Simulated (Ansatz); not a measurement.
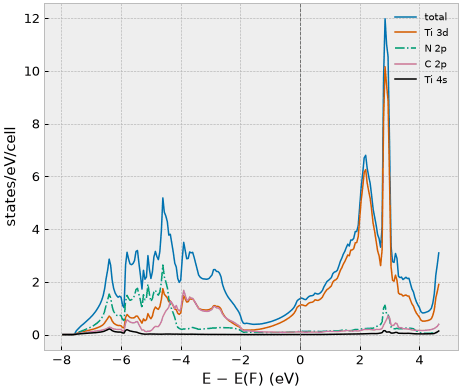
Fig. 1. Total and projected density of states of Ti2CN in space group R-3m (No. 166; Ti on 6c, C on 3a, N on 3b), r²SCAN (plane waves, PAW; program Ansatz)

Task: Which orbitals carry the states next to the Fermi level?

Result: Within 0.5 eV of the Fermi level: Ti 3d 81 %, N 2p 9 %, C 2p 8 %. Projections are on Löwdin-orthogonalised atomic valence shells; empty p or d shells of many metals are not among them.

Task: Where is the tallest occupied peak in this window, and what makes it?

Result: Near -4.6 eV, about 5.2 states/eV per cell; the largest projected share is N 2p.

The workflow started from a Materials Project entry (that database holds measured and hypothetical structures alike); the Crystallography Open Database copy checked does not list it. Whether it is the stable phase at ambient conditions was not checked. Symmetry was held in the r²SCAN relaxation; whether a distortion lowers the energy is not shown. The run is not spin-polarised. With an odd number of electrons in the cell and no spin polarisation, the count alone makes it a metal.

Potentials: the earlier of the program's two PAW sets.
